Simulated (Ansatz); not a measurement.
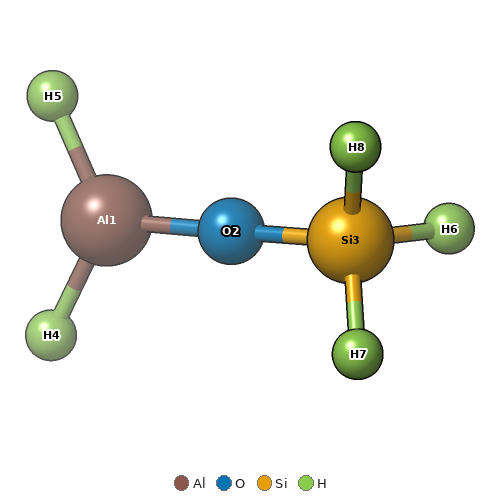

The system is AlH5OSi, SMILES [AlH2][O][SiH3]; the picture shows the grid point nearest to the relaxed geometry. Two internal coordinates are moved rigidly from the geometry relaxed at PBE0-D4/def2-TZVP, all others fixed. First axis: bond Si3–H6. Second axis: angle O2–Al1–H4. Grid: 7 × 7 points. Points are written as (first, second). Energies: kJ/mol, counted from the lowest grid point. Computed with Ansatz, RHF-CCSD(T), frozen core/def2-TZVPP.

Its coordinates:

```xyz
8

Al   -0.9976    1.0712   -1.1536
O    -0.0922    0.0892   -0.1322
Si    0.7871   -0.8342    0.8722
H    -2.4357    0.5748   -1.5764
H    -0.3556    2.4322   -1.6325
H     1.6075   -1.7457    0.1099
H    -0.1054   -1.6226    1.7633
H     1.6701    0.0151    1.7158
```

Range: bond Si3–H6 from 1.219 to 2.156 Å; angle O2–Al1–H4 from 88 to 148°.

> What landscape does the calculation give?

The lowest grid point is at (1.444 Å, 118°). No other kind of well shows on this grid. The highest grid point, (2.156 Å, 148°), lies 232 kJ/mol above the lowest. Round the minimum the two coordinates are nearly uncoupled.

| angle O2–Al1–H4 ↓, bond Si3–H6 → | 1.219 | 1.311 | 1.444 | 1.600 | 1.773 | 1.959 | 2.156 |
| --- | --- | --- | --- | --- | --- | --- | --- |
| 148 | 157 | 99 | 68 | 77 | 116 | 171 | 232 |
| 138 | 118 | 60 | 29 | 38 | 77 | 133 | 194 |
| 128 | 96 | 39 | 7 | 16 | 56 | 111 | 172 |
| 118 | 89 | 31 | 0 | 9 | 48 | 104 | 165 |
| 108 | 96 | 38 | 7 | 16 | 55 | 111 | 172 |
| 98 | 118 | 60 | 29 | 38 | 77 | 133 | 194 |
| 88 | 157 | 99 | 67 | 76 | 115 | 171 | 232 |

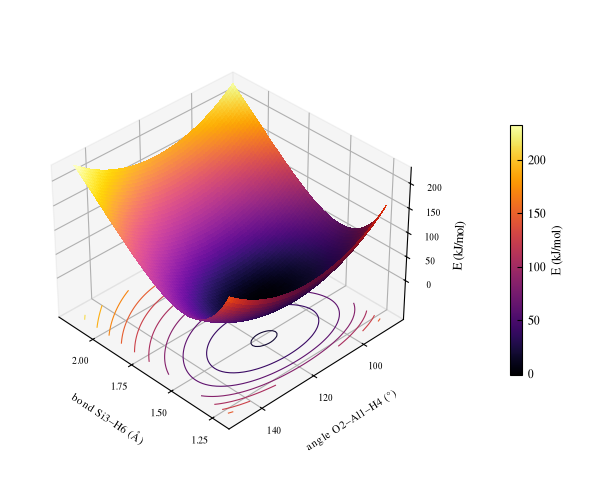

The picture shows a relief with its contours projected below. Between grid points the surface is interpolated.
